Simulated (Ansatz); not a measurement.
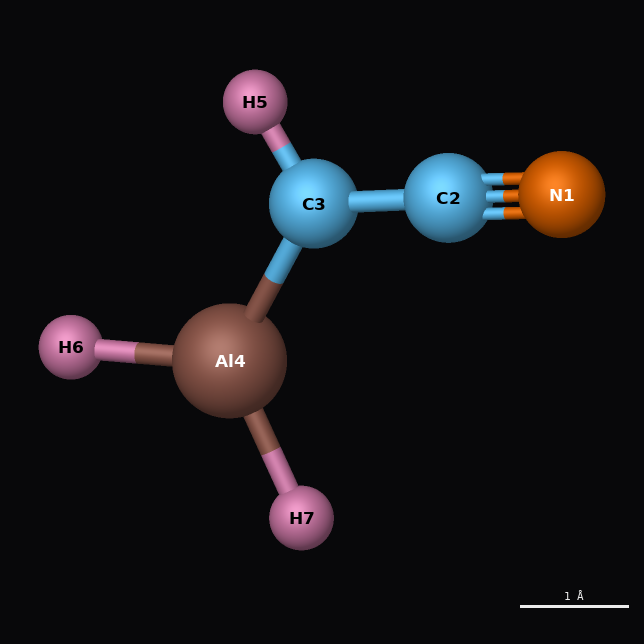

Atoms carry their numbers in the input. Charge −1, singlet. The computed structure is the end point of a PBE0-D4/def2-TZVPD optimisation. No frequency run is at hand to confirm it as a minimum.

Give these bond angles: N1–C2–C3, C2–C3–Al4, C2–C3–H5, Al4–C3–H5, C3–Al4–H6, C3–Al4–H7, H6–Al4–H7.

```json
{"angle": "N1–C2–C3", "degrees": "179.3"}
{"angle": "C2–C3–Al4", "degrees": "127.3"}
{"angle": "C2–C3–H5", "degrees": "113.7"}
{"angle": "Al4–C3–H5", "degrees": "119.1"}
{"angle": "C3–Al4–H6", "degrees": "120.3"}
{"angle": "C3–Al4–H7", "degrees": "125.2"}
{"angle": "H6–Al4–H7", "degrees": "114.4"}
```
